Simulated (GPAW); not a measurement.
**Magnetic state of Fe3 Cr4 Fe3 001 from several starts**

Wanted: the moments of Fe3 Cr4 Fe3 001 and the energy of each order that was tried.

Calculated with GPAW 26.7.0; PBE; plane waves with GPAW's PAW setups, scalar-relativistic.

### Step 1. The structure

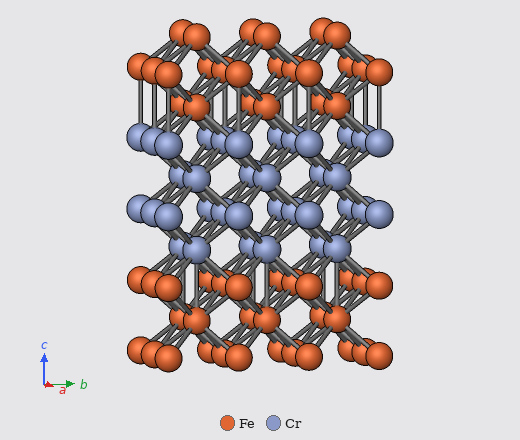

The starting structure, seen from the side, with the c axis up (iron orange, chromium light blue). 2×3×1 cells are drawn. Some periodic images of atoms are drawn too.

The cell holds 10 atoms: 6 Fe and 4 Cr. Cell: a = 2.884 Å, b = 2.884 Å, c = 24.864 Å, α = 90.0°, β = 90.0°, γ = 90.0°. ideal sites on the substrate's mesh, layer spacings from atomic volumes, unrelaxed, 12 A of vacuum. Vacuum lies along c.

### Step 2. Run 1 (ferro ++++++)

The parallel start comes first: it fits the smallest cell, keeps the most symmetry and shows whether parallel moments form.

Input file order1.py:

```python
import json
import numpy as np
from ase import Atoms
from ase.parallel import paropen, parprint
from gpaw import GPAW

atoms = Atoms(['Fe', 'Fe', 'Fe', 'Cr', 'Cr', 'Cr', 'Cr', 'Fe', 'Fe', 'Fe'],
    cell=[[2.884, 0.0, 0.0],
         [0.0, 2.884, 0.0],
         [0.0, 0.0, 24.8645]],
    scaled_positions=[[0.0, 0.0, 0.241308],
         [0.5, 0.5, 0.298365],
         [0.0, 0.0, 0.355422],
         [0.5, 0.5, 0.412963],
         [0.0, 0.0, 0.470988],
         [0.5, 0.5, 0.529012],
         [0.0, 0.0, 0.587037],
         [0.5, 0.5, 0.644578],
         [0.0, 0.0, 0.701635],
         [0.5, 0.5, 0.758692]],
    pbc=True,
    magmoms=[2.6, 2.6, 2.6, 0.0, 0.0, 0.0, 0.0, 2.6, 2.6, 2.6])
atoms.calc = GPAW(mode={'name': 'pw', 'ecut': 450},
    xc='PBE',
    kpts={'size': (20, 20, 1), 'gamma': True},
    occupations={'name': 'fermi-dirac', 'width': 0.05},
    convergence={'density': 1e-05, 'energy': 1e-05},
    maxiter=250,
    mixer={'name': 'pulay', 'beta': 0.03, 'nmaxold': 8, 'weight': 100},
    symmetry={'tolerance': 1e-4},
    txt='order1.txt')
e = atoms.get_potential_energy(force_consistent=True)
res = {'free_energy': e, 'energy_sigma0': atoms.get_potential_energy(), 'fermi_energy': atoms.calc.get_fermi_level()}
res['moments'] = atoms.get_magnetic_moments().tolist()
res['total'] = atoms.get_magnetic_moment()
parprint('site moments (muB):', np.round(res['moments'], 3))
parprint(f"total moment: {res['total']:.3f} muB")
parprint(f'free energy: {e:.6f} eV')
atoms.calc.write('order1.gpw')
with paropen('results.json', 'w') as f:
    json.dump(res, f)
```

Run with:

```console
OMP_NUM_THREADS=1 mpirun -n 4 gpaw python order1.py > order1.log
```

Numbers of over 12 decimals in the logs are rounded to 6 here.

The log of the run:

```text
site moments (muB): [ 2.93   2.415  2.142 -0.385  0.118  0.119 -0.386  2.143  2.415  2.93 ]
total moment: 14.639 muB
free energy: -88.424611 eV

--- order1.txt ---
Input parameters:
  mode=PW(ecut=450),
  convergence={'density': 1e-05, 'energy': 1e-05},
  kpts=MonkhorstPack(size=(20, 20, 1), gamma=True),
  maxiter=250,
  mixer=Pulay(name='pulay', nmaxold=8, beta=0.03, weight=100, sigma=0.015, g_ss=None),
  occupations=Occupations(name='fermi-dirac', width=0.05),
  symmetry=Symmetry(tolerance=0.0001),
  xc=XC(name='PBE')

Diagonalizing LCAO Hamiltonian
Converting LCAO to pw mode
   .------.
  /|      |
 * |      |
 | |      |
 | |      |
 | |      |
 | |      |
 | |      |
 | |  Fe  |
 | |      |
 | |      |
 Fe|      |
 | |  Fe  |
 | |      |
 | |      |
 Cr|      |
 | |  Cr  |
 | |      |
 Cr|      |
 | |  Cr  |
 | |      |
 | |      |
 Fe|      |
 | |  Fe  |
 | |      |
 | |      |
 Fe|      |
 | |      |
 | |      |
 | |      |
 | |      |
 | .------.
 |/      /
 *------*

Atoms  # Å, Bohr magnetons
|   | symbol |        x |        y |         z |    initial magnetic moments |
|---|--------|----------|----------|-----------|-----------------------------|
| 0 |     Fe | 0.000000 | 0.000000 |  6.000003 | ( 0.0000,  0.0000,  2.6000) |
| 1 |     Fe | 1.442000 | 1.442000 |  7.418697 | ( 0.0000,  0.0000,  2.6000) |
| 2 |     Fe | 0.000000 | 0.000000 |  8.837390 | ( 0.0000,  0.0000,  2.6000) |
| 3 |     Cr | 1.442000 | 1.442000 | 10.268119 | ( 0.0000,  0.0000,  0.0000) |
| 4 |     Cr | 0.000000 | 0.000000 | 11.710881 | ( 0.0000,  0.0000,  0.0000) |
| 5 |     Cr | 1.442000 | 1.442000 | 13.153619 | ( 0.0000,  0.0000,  0.0000) |
| 6 |     Cr | 0.000000 | 0.000000 | 14.596381 | ( 0.0000,  0.0000,  0.0000) |
| 7 |     Fe | 1.442000 | 1.442000 | 16.027110 | ( 0.0000,  0.0000,  2.6000) |
| 8 |     Fe | 0.000000 | 0.000000 | 17.445803 | ( 0.0000,  0.0000,  2.6000) |
| 9 |     Fe | 1.442000 | 1.442000 | 18.864497 | ( 0.0000,  0.0000,  2.6000) |

Unit cell  # Å
| periodic |        x |        y |         z |   lengths |    angles |
|----------|----------|----------|-----------|-----------|-----------|
|      yes | 2.884000 | 0.000000 |  0.000000 |  2.884000 | 90.000000 |
|      yes | 0.000000 | 2.884000 |  0.000000 |  2.884000 | 90.000000 |
|      yes | 0.000000 | 0.000000 | 24.864500 | 24.864500 | 90.000000 |

Number of symmetries: 8

BZ-sampling:
  Number of BZ points: 400
  Number of IBZ points: 66

  Monkhorst-Pack size: [20, 20, 1]
  Monkhorst-Pack shift: [0.025, 0.025, 0.0]

K-points  # in reciprocal-cell coordinates
|     |                                coordinates |     weight |
|-----|--------------------------------------------|------------|
|   0 | ( -0.00000000,  -0.00000000,   0.00000000) | 0.00250000 |
|   1 | (  0.05000000,  -0.00000000,   0.00000000) | 0.01000000 |
|   2 | (  0.05000000,   0.05000000,   0.00000000) | 0.01000000 |
|   3 | (  0.10000000,  -0.00000000,   0.00000000) | 0.01000000 |
|   4 | (  0.10000000,   0.05000000,   0.00000000) | 0.02000000 |
|   5 | (  0.10000000,   0.10000000,   0.00000000) | 0.01000000 |
|   6 | (  0.15000000,  -0.00000000,   0.00000000) | 0.01000000 |
|   7 | (  0.15000000,   0.05000000,   0.00000000) | 0.02000000 |
|   8 | (  0.15000000,   0.10000000,   0.00000000) | 0.02000000 |
|   9 | (  0.15000000,   0.15000000,   0.00000000) | 0.01000000 |
| ... |                                            |            |
|  65 | (  0.50000000,   0.50000000,   0.00000000) | 0.00250000 |

Plane wave coefficients: 4529
Cutoff: 450.000000 eV

Spin-components: 2 (collinear spins)
Bands:           57
Projectors:      60
Spin-degeneracy: 1
Datatype:        complex128

Parallelization:
  kpt:    4
  domain: 1
  band:   1

Density:
  Valence electrons: 72.0
  Components: 2
  Grid points: [ 15  15 125]
  Charge: 0.0  # |e|

Potential:
  Grid points: [ 15  15 125]

species:
  Fe:
    name:    Iron
    Z:       26.0
    valence: 8
    core:    18
    charge:  0.0  # [|e|]
    compensation charges:
      type: gauss
      rc: 0.33  # [Å]
      lmax: 2
    cutoffs:
      filter: 2.06  # [Å]
      core: 2.67  # [Å]
    projectors
    | kind |    occ | energy [eV] | rcut [Å] |
    |------|--------|-------------|----------|
    |   4s |  2.000 |      -5.291 |    1.164 |
    |   4p |  0.000 |      -1.326 |    1.058 |
    |   3d |  6.000 |      -7.505 |    1.058 |
    |    s |        |      21.920 |    1.164 |
    |    p |        |      25.885 |    1.058 |
    |    d |        |      19.706 |    1.058 |

    Using partial waves for Fe as LCAO basis

  Cr:
    name:    Chromium
    Z:       24.0
    valence: 6
    core:    18
    charge:  0.0  # [|e|]
    compensation charges:
      type: gauss
      rc: 0.35  # [Å]
      lmax: 2
    cutoffs:
      filter: 2.14  # [Å]
      core: 3.04  # [Å]
    projectors
    | kind |    occ | energy [eV] | rcut [Å] |
    |------|--------|-------------|----------|
    |   4s |  1.000 |      -4.007 |    1.164 |
    |   4p |  0.000 |      -0.989 |    1.217 |
    |   3d |  5.000 |      -2.913 |    1.111 |
    |    s |        |      23.205 |    1.164 |
    |    p |        |      26.223 |    1.217 |
    |    d |        |      24.299 |    1.111 |

    Using partial waves for Cr as LCAO basis

Reference energy: -322046.237398  # eV

eigensolver:
  PPCG
  Converge bands: occupied
  niter=2

density mixing:
  Pulay-Mixer
  Linear mixing parameters: 0.03
  Old densities: 8
  Fourier metric: weight=100, sigma=0.015

occupation numbers:
  Fermi-Dirac:
    width: 0.0500  # eV

poisson solver:
  ecut: 3600.000000  # eV

xc functional:
  name: PBE with 2 nearest neighbor stencil

convergence criteria:
- Maximum integral of absolute [dens]ity change: 1e-05 electrons / valence electron
- Maximum [total energy] change in last 3 cyles: 1e-05 eV / valence electron
- Maximum integral of absolute [eigenst]ate change: 4e-08 eV^2 / valence electron
maximum number of iterations: 250

SCF iterations
|iter     |      energy | eigst |  dens |  magmom |
|---------|-------------|-------|-------|---------|
|iter:   1|       0s | -103.774059 | +0.57 |       | +15.6369|
|iter:   2|      15s |  -97.244045 | -0.67 | -0.49 | +15.5471|
|iter:   3|      30s |  -96.339480 | -1.00 | -0.67 | +15.5522|
|iter:   4|      45s |  -93.837429 | -1.67 | -0.65 | +15.5025|
|iter:   5|      59s |  -91.836851 | -1.38 | -0.75 | +15.4095|
|iter:   6|      74s |  -91.350723 | -2.22 | -0.81 | +15.3942|
|iter:   7|      88s |  -89.412306 | -0.97 | -0.84 | +15.2702|
|iter:   8|     103s |  -88.098272 | -0.82 | -0.92 | +15.0692|
|iter:   9|     118s |  -88.040374 | -1.97 | -1.19 | +15.0898|
|iter:  10|     132s |  -88.039601 | -2.43 | -1.25 | +15.0806|
[... 66 iterations left out ...]
|iter:  77|    1068s |  -88.373351c| -7.57c| -4.26 | +14.6400|
|iter:  78|    1076s |  -88.373352c| -7.65c| -4.36 | +14.6399|
|iter:  79|    1083s |  -88.373352c| -7.73c| -4.49 | +14.6399|
|iter:  80|    1090s |  -88.373352c| -7.81c| -4.54 | +14.6398|
|iter:  81|    1097s |  -88.373351c| -7.69c| -4.61 | +14.6397|
|iter:  82|    1106s |  -88.373350c| -7.71c| -4.72 | +14.6394|
|iter:  83|    1113s |  -88.373349c| -7.71c| -4.82 | +14.6392|
|iter:  84|    1120s |  -88.373349c| -7.93c| -4.93 | +14.6391|
|iter:  85|    1127s |  -88.373348c| -7.75c| -4.96 | +14.6389|
|iter:  86|    1134s |  -88.373348c| -8.03c| -5.14c| +14.6388|

Converged in 86 steps
Energy contributions relative to reference atoms: (reference = -322046.237398)

Energy contributions:
  Kinetic:         -34.899134
  Coulomb:          14.855763
  Zero:              1.700724
  External:          0.000000
  Xc:              -69.979438
  Entropy:          -0.102527
  Spinorbit:         0.000000
  ----------------------------
  Free energy:     -88.424611
  Extrapolated:    -88.373348

dipole moment: (-35.414696, -35.414696, -0.000194)  # |e|*Ang

Total magnetic moment: (0.000000, 0.000000, 14.638793)

Local magnetic moments
|        x |        y |         z |
|----------|----------|-----------|
| 0.000000 | 0.000000 |  2.929773 |  # Fe   0
| 0.000000 | 0.000000 |  2.415236 |  # Fe   1
| 0.000000 | 0.000000 |  2.142330 |  # Fe   2
| 0.000000 | 0.000000 | -0.385387 |  # Cr   3
| 0.000000 | 0.000000 |  0.118002 |  # Cr   4
| 0.000000 | 0.000000 |  0.119343 |  # Cr   5
| 0.000000 | 0.000000 | -0.386489 |  # Cr   6
| 0.000000 | 0.000000 |  2.142539 |  # Fe   7
| 0.000000 | 0.000000 |  2.415232 |  # Fe   8
| 0.000000 | 0.000000 |  2.929772 |  # Fe   9

Fermi level: 4.328
Eigenvalues  # (at kpt = [-0.000, -0.000, 0.000])
| band index |      eig [eV] | occ [0-1] |      eig [eV] | occ [0-1] |
|------------|---------------|-----------|---------------|-----------|
|          0 |        -3.614 |     1.000 |        -3.526 |     1.000 |
|        ... |               |           |               |           |
|         30 |         2.650 |     1.000 |         4.470 |     0.055 |
|         31 |         2.765 |     1.000 |         4.470 |     0.055 |
|         32 |         3.182 |     1.000 |         4.551 |     0.011 |
|         33 |         3.182 |     1.000 |         4.618 |     0.003 |
|         34 |         3.192 |     1.000 |         4.621 |     0.003 |
|         35 |         3.192 |     1.000 |         4.822 |     0.000 |
|         36 |         3.472 |     1.000 |         4.847 |     0.000 |
|         37 |         3.472 |     1.000 |         4.847 |     0.000 |
|         38 |         3.554 |     1.000 |         4.910 |     0.000 |
|         39 |         3.568 |     1.000 |         5.273 |     0.000 |
|         40 |         3.578 |     1.000 |         5.400 |     0.000 |
|         41 |         3.638 |     1.000 |         5.450 |     0.000 |
|         42 |         3.891 |     1.000 |         5.498 |     0.000 |
|         43 |         3.962 |     0.999 |         5.513 |     0.000 |
|         44 |         4.021 |     0.998 |         5.513 |     0.000 |
|         45 |         4.021 |     0.998 |         5.670 |     0.000 |
|        ... |               |           |               |           |
|         56 |         6.349 |     0.000 |         6.823 |     0.000 |

No gap
No difference between direct/indirect transitions
```

It took 19 min on 4 MPI ranks of Arm Neoverse V1, shared host; peak memory 1.5 GiB; 77 min of CPU time.

Spin moment in the augmentation sphere by atom:

```
atom  spin moment in the augmentation sphere (μB)
 Fe1                                         2.93
 Fe2                                         2.42
 Fe3                                         2.14
 Cr4                                        -0.39
 Cr5                                         0.12
 Cr6                                         0.12
 Cr7                                        -0.39
 Fe8                                         2.14
 Fe9                                         2.42
Fe10                                         2.93
```

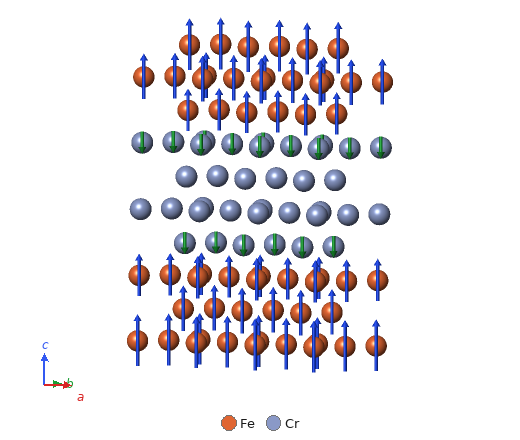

Spin moment in the augmentation sphere as arrows, the longest 2.93 μB. Up and down stand for the sign. Arrows give size and sign along the axis of quantisation, drawn up and down the page. Each arrow also spans its atom, so small moments look longer than they are. The two directions have two colours. 3×2×1 cells are drawn. Some periodic images of atoms are drawn too.

This step gave:

```yaml
magnetization: 14.64 μB
final_state: ferrimagnetic
```

After 86 cycles the largest moment stands at 2.93 μB.

(Part 1 of 2 ends here.)

[Logs and program files are shortened in this print: banners, set-up blocks, solver, clock and traceback lines can be left out without a mark of their own.]

[Logs are printed without paths, hosts, clocks, repeated set-up lines and the standing remarks that a program may print on its own settings, such as how far it seeks lower states.]

[Hosts, paths, dates, database ids (printed as entryN), source tags and the programs' standing remarks are cut or masked in the printed files.]

[Where a cell is said to come from a database of computed structures, the database is the Materials Project.]
